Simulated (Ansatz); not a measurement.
# HS: the cost of one run

All numbers are computed with Ansatz 0.2.0 through its Python package. Level of theory: PBE0/def2-SVP.

## 1. Starting point

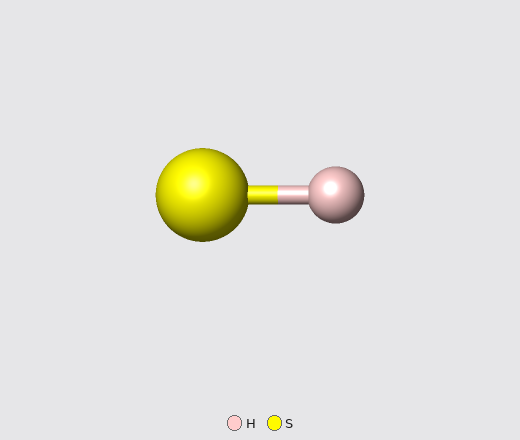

The structure that the script starts from, seen from a chosen angle (hydrogen pink, sulfur yellow).

The script holds or builds the structure itself.

## 2. Script

hs.py reads:

```python
'''Harmonic frequencies of HS(+) at its relaxed geometry.'''

import itertools
import warnings

import ansatz as az
from ase.data import atomic_numbers, covalent_radii
import numpy as np

warnings.simplefilter('ignore', az.DeckWarning)

geometry_ang = [
    ('H', (0.0, 0.0, 0.0)),
    ('S', (0.0, 0.0, 1.405)),
]
hs = az.Crystal.molecule()
for symbol, xyz in geometry_ang:
    hs = hs.atom(symbol, xyz)

job = hs.calculation()
job = job.basis(gaussian='def2-SVP').functional('PBE0')
job = job.charge(1)
job = job.spin('collinear', total=2)
symbols = [site.symbol for site in hs.cartesian_sites]
start = np.array([site.position_ang for site in hs.cartesian_sites], dtype=float)
rep = job.relax(force_tolerance=0.003, max_steps=100).run(threads=1, backend='cpu').report
end = np.array(rep['positions_ang'])

# pairs closer than 1.2 times the sum of covalent radii, before or after
radius = [covalent_radii[atomic_numbers[s]] for s in symbols]
span = lambda where, i, j: np.linalg.norm(where[i] - where[j])
bonded = [(i, j) for i, j in itertools.combinations(range(len(symbols)), 2) if min(span(start, i, j), span(end, i, j)) < 1.2 * (radius[i] + radius[j])]
print('pair        before    after (A)')
for i, j in bonded:
    print(f'{symbols[i]}{i}-{symbols[j]}{j}'.ljust(10), f'{span(start, i, j):8.4f} {span(end, i, j):8.4f}')

# same settings at the minimum
minimum = az.Crystal.molecule()
for symbol, place in zip(symbols, end):
    minimum = minimum.atom(symbol, place.tolist())
vibrating = (
    minimum.calculation()
    .basis(gaussian='def2-SVP')
    .functional('PBE0')
    .charge(1)
    .spin('collinear', total=2)
    .phonons(temperatures=(200, 600, 100))
)
vib = vibrating.run(threads=1, backend='cpu').report['vibrations']
sums = vib['harmonic_sums']
modes = [m['omega_inv_cm'] for m in sums['modes_at_gamma'] if m['rigid_motion'] == 'no']
print('frequencies (1/cm):', ' '.join(f'{w:.0f}' for w in modes))
print('imaginary modes:', sum(w < 0 for w in modes), ' zero-point energy:', round(sums['zero_point_energy_ev'], 4), 'eV')
print('T (K)   F_vib (eV)   S_vib (meV/K)   C_vib (meV/K)')
for row in zip(sums['temperatures_k'], sums['vibrational_free_energy_ev'], vib['entropy_ev_per_k'], vib['heat_capacity_ev_per_k']):
    print(f'{row[0]:6.1f} {row[1]:11.4f} {1000 * row[2]:13.4f} {1000 * row[3]:15.4f}')
```

## 3. What the engine is handed

The engine receives this input (first run):

```yaml
crystal:
  periodic: [false, false, false]
  atoms:
    - { symbol: H, position_ang: [0.0, 0.0, 0.0] }
    - { symbol: S, position_ang: [0.0, 0.0, 1.405] }
basis:
  gaussian:
    orbitals: def2-SVP
hamiltonian:
  xc: pbe0
magnetization:
  spin_polarized: true
  initial_magnetization: 2.0
total_charge: 1.0
relax:
  f_tol: 0.003
  max_steps: 100
```

## 4. Running it

Command:

```bash
> python hs.py
```

**Question.** How long does this script take on 1 thread of Arm Neoverse V1, shared host, and how much memory does it need?

About 5.4 s, with a peak of 0.16 GiB.
